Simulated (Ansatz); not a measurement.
Run report: Si5H12O4, geometry relaxation (part 1 of 3)

System: Si5H12O4.
Method: RHF/STO-3G (Ansatz 0.2.0).

It belongs to a series of runs on one base structure; here: start relaxed. Figures and captions count atoms from 1; the log counts them from 0 in places.

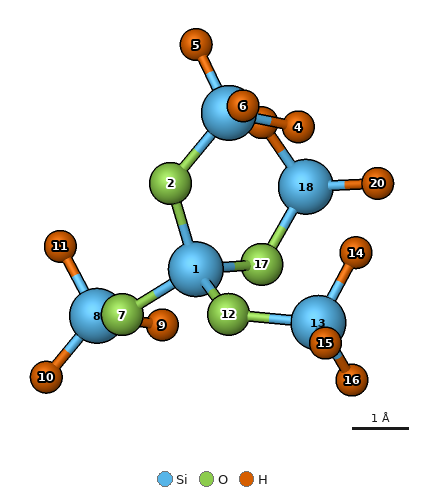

The starting structure (ball-and-stick view, seen at a tilt; atoms are numbered from 1 in the order of the input).

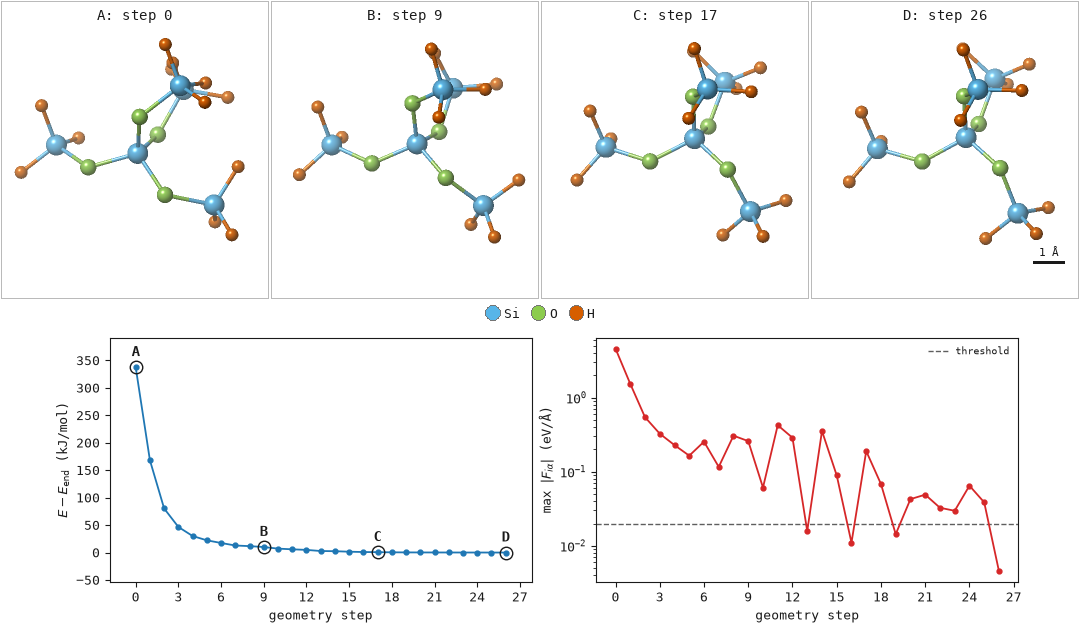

Frames of the relaxation (ball-and-stick view, seen at a tilt) above the curves, on which the letters mark them (the first geometry is step 0 here and step 1 in the log).

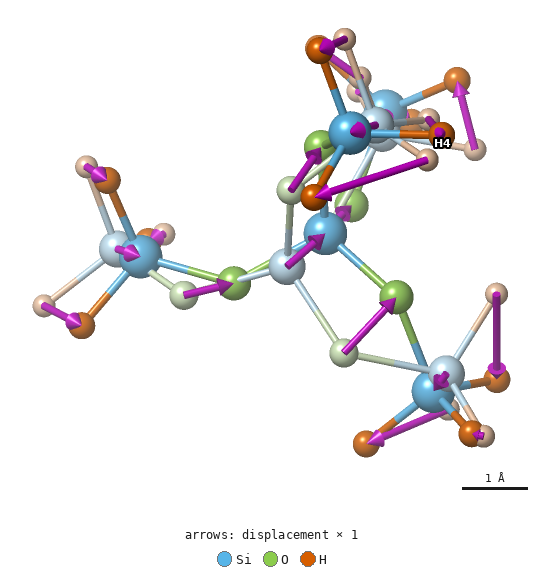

Start (faint) and end (solid) with the displacements as pink arrows, at true length (ball-and-stick view, seen at a tilt). The two geometries are laid on each other by the best rigid fit. Over 26 geometry steps the energy falls by 337.7 kJ/mol. Largest force component: 4.6 eV/Å at the start, 0.0046 eV/Å at the end. H4 moves most after the best rigid fit: 2.07 Å. Largest moves by element: H 2.07 Å, O 1.20 Å, Si 0.87 Å. Distances before and after: Si1–O12 1.679 → 1.616 Å, Si13–H15 1.460 → 1.423 Å, Si13–H14 1.460 → 1.425 Å, O12–Si13 1.680 → 1.647 Å. Among the angles that change: Si1–O12–Si13 125.0° → 130.8°, Si1–O17–Si18 125.0° → 129.6°, Si1–O2–Si3 125.0° → 129.3°. (Atoms are counted from 1 in the order of the input.)

These pictures come from the run below.

Input file:
```yaml
crystal:
  periodic: [false, false, false]
  atoms:
    - { symbol: Si, position_ang: [0.0, 0.0, 0.0] }
    - { symbol: O, position_ang: [0.0, 0.0, 1.68] }
    - { symbol: Si, position_ang: [-1.3147, -0.4067, 2.6436] }
    - { symbol: H, position_ang: [-2.239, -1.2403, 1.8804] }
    - { symbol: H, position_ang: [-0.8506, -1.1432, 3.8157] }
    - { symbol: H, position_ang: [-1.9987, 0.8095, 3.0733] }
    - { symbol: O, position_ang: [1.5842, 0.0, -0.5594] }
    - { symbol: Si, position_ang: [2.4906, -1.3762, -0.8866] }
    - { symbol: H, position_ang: [1.6598, -2.3521, -1.5857] }
    - { symbol: H, position_ang: [3.6318, -1.0202, -1.7249] }
    - { symbol: H, position_ang: [2.9691, -1.9538, 0.366] }
    - { symbol: O, position_ang: [-0.7913, 1.3709, -0.5594] }
    - { symbol: Si, position_ang: [-2.4002, 1.4263, -1.0396] }
    - { symbol: H, position_ang: [-3.2124, 0.6421, -0.1138] }
    - { symbol: H, position_ang: [-2.862, 2.8114, -1.0378] }
    - { symbol: H, position_ang: [-2.5267, 0.8736, -2.385] }
    - { symbol: O, position_ang: [-0.7913, -1.3709, -0.5594] }
    - { symbol: Si, position_ang: [-1.673, -2.4329, 0.3983] }
    - { symbol: H, position_ang: [-1.2634, -2.287, 1.792] }
    - { symbol: H, position_ang: [-3.0964, -2.1323, 0.2761] }
    - { symbol: H, position_ang: [-1.4264, -3.8036, -0.0398] }
basis:
  gaussian: { orbitals: STO-3G }
hamiltonian:
  xc: hf
relax:
  f_tol: 0.02
  max_steps: 40
```

Launch command:
```bash
ansatz run input.yaml --threads 1 --pin off --max-ram 2048MiB --backend cpu --events-out ev --progress --plain --runs-dir out
```

Log:
```
The last accepted step is kept in [file] (removed where the run ends without a failure and the disk answers)
Engine: ansatz 0.2.0, x86_64-unknown-linux-gnu
Functional definition: HF
  exchange = exact_x
  correlation = 0
1050 factors; integrals over basis functions are off by at most 1.4e-5 eV
mean field evaluation 1: about -47083.1035 eV, gradient 4.0e1 eV
mean field evaluation 2: about -47083.2929 eV, gradient 4.0e1 eV
mean field evaluation 4: about -47089.0664 eV, gradient 1.9e0 eV
mean field evaluation 8: about -47089.0866 eV, gradient 2.9e-2 eV
mean field -47089.08660600 eV, -1730.4920146411 hartree, gradient 4.4e-5 eV, S^2 0.000000; 0 other end points of the search recorded, 0 dependent functions left out
the calculation of the forces begins
reference -47089.08660600 eV, -1730.4920146411 hartree; 57, 57 occupied and 20, 20 virtual orbitals, 1050 factors
relax step   1: F+E_penalty+E_count = -47089.08660600 eV  Δ(F+E_penalty+E_count) = +0.000e0 eV  max|allowed force component| = 4.600e0 eV/Å  Δτ_max = 0.0000 Å  (24 SCF iters, accepted)
these checks for a lower state are left out or cut short: starts, cluster_reference, orbital_swaps, neighbouring_geometries, increment
1050 factors; integrals over basis functions are off by at most 1.3e-5 eV
mean field evaluation 16: about -47090.8438 eV, gradient 2.4e-4 eV
mean field -47090.84384020 eV, -1730.5565918069 hartree, gradient 2.4e-5 eV, S^2 0.000000; 0 other end points of the search recorded, 0 dependent functions left out
[... from here on the field's lines of each further geometry are left out, up to the last ...]
relax step   2: F+E_penalty+E_count = -47090.84384020 eV  Δ(F+E_penalty+E_count) = -1.757e0 eV  max|allowed force component| = 1.539e0 eV/Å  Δτ_max = 0.1948 Å  (31 SCF iters, accepted)
relax step   3: F+E_penalty+E_count = -47091.75496828 eV  Δ(F+E_penalty+E_count) = -9.111e-1 eV  max|allowed force component| = 5.455e-1 eV/Å  Δτ_max = 0.2000 Å  (30 SCF iters, accepted)
relax step   4: F+E_penalty+E_count = -47092.10349142 eV  Δ(F+E_penalty+E_count) = -3.485e-1 eV  max|allowed force component| = 3.266e-1 eV/Å  Δτ_max = 0.2000 Å  (30 SCF iters, accepted)
relax step   5: F+E_penalty+E_count = -47092.27438036 eV  Δ(F+E_penalty+E_count) = -1.709e-1 eV  max|allowed force component| = 2.290e-1 eV/Å  Δτ_max = 0.2000 Å  (29 SCF iters, accepted)
relax step   6: F+E_penalty+E_count = -47092.35588779 eV  Δ(F+E_penalty+E_count) = -8.151e-2 eV  max|allowed force component| = 1.648e-1 eV/Å  Δτ_max = 0.2000 Å  (29 SCF iters, accepted)
relax step   7: F+E_penalty+E_count = -47092.40607742 eV  Δ(F+E_penalty+E_count) = -5.019e-2 eV  max|allowed force component| = 2.548e-1 eV/Å  Δτ_max = 0.1996 Å  (29 SCF iters, accepted)
relax step   8: F+E_penalty+E_count = -47092.45367461 eV  Δ(F+E_penalty+E_count) = -4.760e-2 eV  max|allowed force component| = 1.163e-1 eV/Å  Δτ_max = 0.1998 Å  (28 SCF iters, accepted)
relax step   9: F+E_penalty+E_count = -47092.46569366 eV  Δ(F+E_penalty+E_count) = -1.202e-2 eV  max|allowed force component| = 3.071e-1 eV/Å  Δτ_max = 0.1523 Å  (29 SCF iters, accepted)
relax step  10: F+E_penalty+E_count = -47092.48250058 eV  Δ(F+E_penalty+E_count) = -1.681e-2 eV  max|allowed force component| = 2.594e-1 eV/Å  Δτ_max = 0.1099 Å  (30 SCF iters, accepted)
relax step  11: F+E_penalty+E_count = -47092.51258465 eV  Δ(F+E_penalty+E_count) = -3.008e-2 eV  max|allowed force component| = 6.116e-2 eV/Å  Δτ_max = 0.1937 Å  (29 SCF iters, accepted)
relax step  12: F+E_penalty+E_count = -47092.52571950 eV  Δ(F+E_penalty+E_count) = -1.313e-2 eV  max|allowed force component| = 4.253e-1 eV/Å  Δτ_max = 0.1951 Å  (29 SCF iters, accepted)
relax step  13: F+E_penalty+E_count = -47092.53664170 eV  Δ(F+E_penalty+E_count) = -1.092e-2 eV  max|allowed force component| = 2.879e-1 eV/Å  Δτ_max = 0.0622 Å  (23 SCF iters, accepted)
relax step  14: F+E_penalty+E_count = -47092.55784598 eV  Δ(F+E_penalty+E_count) = -2.120e-2 eV  max|allowed force component| = 1.580e-2 eV/Å  Δτ_max = 0.1603 Å  (29 SCF iters, accepted)
relax step  15: F+E_penalty+E_count = -47092.56115548 eV  Δ(F+E_penalty+E_count) = -3.309e-3 eV  max|allowed force component| = 3.549e-1 eV/Å  Δτ_max = 0.1951 Å  (29 SCF iters, accepted)
relax step  16: F+E_penalty+E_count = -47092.57105325 eV  Δ(F+E_penalty+E_count) = -9.898e-3 eV  max|allowed force component| = 8.925e-2 eV/Å  Δτ_max = 0.0193 Å  (24 SCF iters, accepted)
relax step  17: F+E_penalty+E_count = -47092.57686798 eV  Δ(F+E_penalty+E_count) = -5.815e-3 eV  max|allowed force component| = 1.102e-2 eV/Å  Δτ_max = 0.1036 Å  (23 SCF iters, accepted)
relax step  18: F+E_penalty+E_count = -47092.57965919 eV  Δ(F+E_penalty+E_count) = -2.791e-3 eV  max|allowed force component| = 1.900e-1 eV/Å  Δτ_max = 0.1907 Å  (29 SCF iters, accepted)
relax step  19: F+E_penalty+E_count = -47092.58251774 eV  Δ(F+E_penalty+E_count) = -2.859e-3 eV  max|allowed force component| = 6.824e-2 eV/Å  Δτ_max = 0.0211 Å  (24 SCF iters, accepted)
relax step  20: F+E_penalty+E_count = -47092.58401052 eV  Δ(F+E_penalty+E_count) = -1.493e-3 eV  max|allowed force component| = 1.435e-2 eV/Å  Δτ_max = 0.0459 Å  (24 SCF iters, accepted)
relax step  21: F+E_penalty+E_count = -47092.58491907 eV  Δ(F+E_penalty+E_count) = -9.085e-4 eV  max|allowed force component| = 4.268e-2 eV/Å  Δτ_max = 0.0866 Å  (23 SCF iters, accepted)
relax step  22: F+E_penalty+E_count = -47092.58530798 eV  Δ(F+E_penalty+E_count) = -3.889e-4 eV  max|allowed force component| = 4.904e-2 eV/Å  Δτ_max = 0.0646 Å  (23 SCF iters, accepted)
relax step  23: F+E_penalty+E_count = -47092.58567421 eV  Δ(F+E_penalty+E_count) = -3.662e-4 eV  max|allowed force component| = 3.264e-2 eV/Å  Δτ_max = 0.0375 Å  (24 SCF iters, accepted)
relax step  24: F+E_penalty+E_count = -47092.58621353 eV  Δ(F+E_penalty+E_count) = -5.393e-4 eV  max|allowed force component| = 2.971e-2 eV/Å  Δτ_max = 0.0789 Å  (23 SCF iters, accepted)
relax step  25: F+E_penalty+E_count = -47092.58630239 eV  Δ(F+E_penalty+E_count) = -8.887e-5 eV  max|allowed force component| = 6.483e-2 eV/Å  Δτ_max = 0.0889 Å  (23 SCF iters, accepted)
relax step  26: F+E_penalty+E_count = -47092.58663052 eV  Δ(F+E_penalty+E_count) = -3.281e-4 eV  max|allowed force component| = 3.861e-2 eV/Å  Δτ_max = 0.0123 Å  (24 SCF iters, accepted)
the calculation of the forces begins
reference -47092.58698383 eV, -1730.6206511537 hartree; 57, 57 occupied and 20, 20 virtual orbitals, 1051 factors
relax step  27: F+E_penalty+E_count = -47092.58698383 eV  Δ(F+E_penalty+E_count) = -3.533e-4 eV  max|allowed force component| = 4.554e-3 eV/Å  Δτ_max = 0.0165 Å  (24 SCF iters, accepted)
1051 factors; integrals over basis functions are off by at most 3.2e-5 eV
mean field -47092.58698383 eV, -1730.6206511537 hartree, gradient 6.8e-6 eV, S^2 0.000000; 1 other end points of the search recorded, 0 dependent functions left out
the calculation of the forces begins
reference -47092.58698383 eV, -1730.6206511537 hartree; 57, 57 occupied and 20, 20 virtual orbitals, 1051 factors
Total energy: -47092.58698383 eV, -1730.6206511537 hartree
Atom 0 at    -0.635318    -0.516715     0.176928 Å, force     0.002345    -0.000166    -0.000497 eV/Å
Atom 1 at    -0.539672    -0.847333     1.759691 Å, force    -0.000723     0.001154    -0.000286 eV/Å
Atom 2 at    -0.878597     0.120013     3.051856 Å, force     0.000251     0.000495     0.000066 eV/Å
Atom 3 at    -2.280215     0.345818     3.170251 Å, force    -0.000438     0.000089    -0.000266 eV/Å
Atom 4 at    -0.417335    -0.540547     4.224956 Å, force    -0.000055     0.000629     0.000205 eV/Å
Atom 5 at    -0.221442     1.379567     2.941026 Å, force    -0.000712     0.000397    -0.000025 eV/Å
Atom 6 at     0.799201    -0.094342    -0.433768 Å, force    -0.000240     0.001695     0.000098 eV/Å
Atom 7 at     2.178238    -0.961143    -0.668611 Å, force    -0.000043     0.000123     0.000347 eV/Å
Atom 8 at     1.943816    -2.092282    -1.503086 Å, force    -0.000825    -0.000222    -0.001884 eV/Å
Atom 9 at     3.137377    -0.113863    -1.290188 Å, force    -0.000203     0.000079     0.000364 eV/Å
Atom 10 at     2.702154    -1.426540     0.572636 Å, force     0.000709    -0.001096    -0.000680 eV/Å
Atom 11 at    -1.652728     0.724911    -0.010905 Å, force     0.001169    -0.004554     0.001880 eV/Å
Atom 12 at    -2.217769     1.456340    -1.374614 Å, force    -0.000474     0.000799    -0.001589 eV/Å
Atom 13 at    -3.281012     0.696439    -1.942860 Å, force     0.001565     0.000109    -0.000353 eV/Å
Atom 14 at    -2.706991     2.744734    -1.020484 Å, force    -0.001500     0.000512     0.000530 eV/Å
Atom 15 at    -1.194202     1.597907    -2.355886 Å, force     0.000041     0.000871     0.001116 eV/Å
Atom 16 at    -1.168718    -1.844449    -0.580619 Å, force     0.000292    -0.000517     0.000930 eV/Å
Atom 17 at    -1.780935    -3.238647     0.049545 Å, force     0.000027    -0.001736    -0.000022 eV/Å
Atom 18 at    -0.772610    -3.975838     0.735242 Å, force    -0.001039     0.000378     0.000784 eV/Å
Atom 19 at    -2.845562    -2.973019     0.958955 Å, force     0.000078     0.001073    -0.000734 eV/Å
Atom 20 at    -2.278281    -4.026411    -1.026066 Å, force    -0.000228    -0.000113     0.000016 eV/Å
Dipole moment:    -0.005801    -0.042536     0.016355 e Å
```

Trajectory as extended XYZ (Å, eV, eV/Å), 27 frames, from step=1 to step=27:
```
21
Properties=species:S:1:pos:R:3:forces:R:3 step=1 energy=-47089.08661
Si    0.0000    0.0000    0.0000    0.2374   0.2542  -0.0238
O     0.0000    0.0000    1.6800   -0.5209  -0.5157  -1.3025
Si   -1.3147   -0.4067    2.6436   -1.2832   2.1131   1.1080
H    -2.2390   -1.2403    1.8804   -0.9362   4.6000   2.8783
H    -0.8506   -1.1432    3.8157   -0.3450   0.4133  -0.9453
H    -1.9987    0.8095    3.0733    0.6817  -0.6350  -0.1078
O     1.5842    0.0000   -0.5594   -1.4257  -0.3206   0.4409
Si    2.4906   -1.3762   -0.8866   -0.0688  -0.1991  -0.0196
H     1.6598   -2.3521   -1.5857    0.7078   0.5312   0.4722
H     3.6318   -1.0202   -1.7249   -0.8555  -0.1602   0.6322
H     2.9691   -1.9538    0.3660   -0.3080   0.2994  -0.8743
O    -0.7913    1.3709   -0.5594    0.2318  -1.3137   0.4084
Si   -2.4002    1.4263   -1.0396   -0.0262  -0.0852  -0.1912
H    -3.2124    0.6421   -0.1138    0.4381   0.5621  -0.6779
H    -2.8620    2.8114   -1.0378    0.4032  -0.9935   0.0401
H    -2.5267    0.8736   -2.3850   -0.0488   0.3649   0.9265
O    -0.7913   -1.3709   -0.5594    0.1328   0.8288   1.0823
Si   -1.6730   -2.4329    0.3983    0.9400  -2.5119  -1.0004
H    -1.2634   -2.2870    1.7920    1.2579  -3.8322  -2.9224
H    -3.0964   -2.1323    0.2761    0.9911  -0.3501   0.1669
H    -1.4264   -3.8036   -0.0398   -0.2035   0.9504  -0.0907
21
Properties=species:S:1:pos:R:3:forces:R:3 step=2 energy=-47090.84384
Si   -0.0077   -0.0065    0.0058    0.0378   0.0102   0.0479
O    -0.0148   -0.0106    1.6715   -0.6446  -0.2586  -0.7003
Si   -1.3259   -0.3398    2.6741    0.4661   0.5004   0.1364
H    -2.3060   -1.0785    1.9658   -0.5312   1.5393   0.9936
H    -0.8625   -1.1292    3.7922   -0.2520   0.4604  -0.4503
H    -1.9876    0.8357    3.0885    0.2333   0.5275   0.3614
O     1.5613   -0.0075   -0.5520   -0.9863  -0.3567   0.3221
Si    2.4797   -1.3728   -0.8835   -0.2298   0.1971   0.0884
H     1.6762   -2.3442   -1.5764    0.3417   0.1726   0.2000
H     3.6084   -1.0208   -1.7087   -0.4905   0.0094   0.3405
H     2.9613   -1.9487    0.3461   -0.1657   0.1216  -0.4051
O    -0.7900    1.3517   -0.5524    0.0517  -0.9607   0.2496
Si   -2.3924    1.4213   -1.0403    0.3112  -0.0884   0.0358
H    -3.2046    0.6552   -0.1300    0.1627   0.2669  -0.3441
H    -2.8489    2.7880   -1.0354    0.2847  -0.4838   0.0330
H    -2.5294    0.8805   -2.3662   -0.0476   0.1461   0.3861
O    -0.7934   -1.3672   -0.5490    0.0808   0.3685   0.7989
Si   -1.6513   -2.4865    0.3614    0.2206  -0.1116  -0.6902
H    -1.1969   -2.4413    1.7097    0.3903  -1.4155  -0.8645
H    -3.0616   -2.1514    0.2828    0.7586  -0.4601   0.0683
H    -1.4244   -3.8128   -0.0700    0.0082  -0.1843  -0.6074
21
Properties=species:S:1:pos:R:3:forces:R:3 step=3 energy=-47091.75497
Si   -0.0431   -0.0316    0.0277    0.2495   0.2914  -0.1081
O    -0.0250   -0.0150    1.6649   -0.2851  -0.2485  -0.3918
Si   -1.3072   -0.2562    2.6881    0.2816   0.2408   0.3934
H    -2.3551   -0.9316    2.0150   -0.2566   0.5400   0.3647
H    -0.8647   -1.0516    3.7933   -0.1441   0.1904  -0.1734
H    -1.8473    0.9685    3.1403    0.0679   0.3699   0.2009
O     1.4952   -0.0172   -0.5283   -0.3781  -0.3050   0.1276
Si    2.4198   -1.3590   -0.8561    0.0575   0.1527  -0.0416
H     1.6542   -2.3400   -1.5581    0.1338   0.0247   0.0657
H     3.5336   -0.9729   -1.6659   -0.1928   0.0019   0.1526
H     2.9035   -1.9415    0.3575   -0.0744   0.0332  -0.1364
O    -0.7963    1.3107   -0.5291   -0.1099  -0.4881   0.0927
Si   -2.3716    1.4093   -1.0426    0.0733   0.0714   0.0296
H    -3.2132    0.6669   -0.1548    0.0241   0.1002  -0.1592
H    -2.7877    2.7773   -1.0311    0.1280  -0.1954  -0.0016
H    -2.5141    0.8829   -2.3622   -0.0242   0.0339   0.1054
O    -0.8115   -1.3728   -0.5221    0.0284   0.1090   0.5455
Si   -1.6105   -2.5638    0.3167   -0.2304  -0.1353  -0.5150
H    -1.1725   -2.6235    1.6694    0.1336  -0.4869  -0.3276
H    -3.0199   -2.2850    0.2644    0.3876  -0.2213   0.1002
H    -1.3772   -3.8394   -0.2528    0.1306  -0.0791  -0.3237
```
